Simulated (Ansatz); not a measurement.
The figure comes from a scan of Sb (space group R-3m): a phonon pattern at L = (0.5, 0.0, 0.0) is frozen into a 4-atom cell, Q being the largest atomic displacement. The numbers are results of LDA (plane waves to 420 eV, PAW, scalar-relativistic; Ansatz, an electronic-structure program), not measurements. k mesh 7×13×13 (Γ-centred), Fermi-Dirac smearing 0.05 eV. With partly filled bands, energies and forces of such displacements shift with the k mesh and the smearing. Sb was relaxed with its symmetry unable to fall. Spin-orbit coupling is left out, though Sb is heavy. 

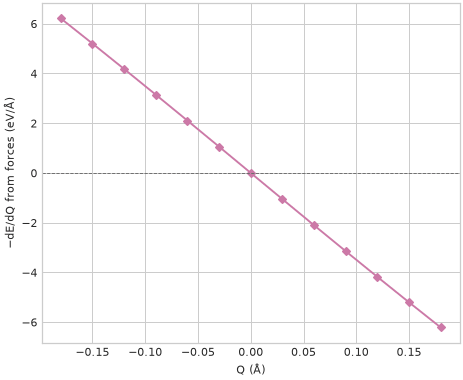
*−dE/dQ from forces (eV/Å) against Q (Å); computed points joined by lines.*

### Question
Turn the plot into a table (rounded to what can be read).

### Answer
To the nearest 0.2:

| Q (Å) | −dE/dQ from forces (eV/Å) |
|---|---|
| -0.180 | 6.2 |
| -0.150 | 5.2 |
| -0.120 | 4.2 |
| -0.090 | 3.2 |
| -0.060 | 2.2 |
| -0.030 | 1.0 |
| 0.000 | 0.0 |
| 0.030 | -1.0 |
| 0.060 | -2.2 |
| 0.090 | -3.2 |
| 0.120 | -4.2 |
| 0.150 | -5.2 |
| 0.180 | -6.2 |

(For displaced atoms, the force is minus the slope of the energy, and its curvature is a force constant, which sets phonon frequencies.)
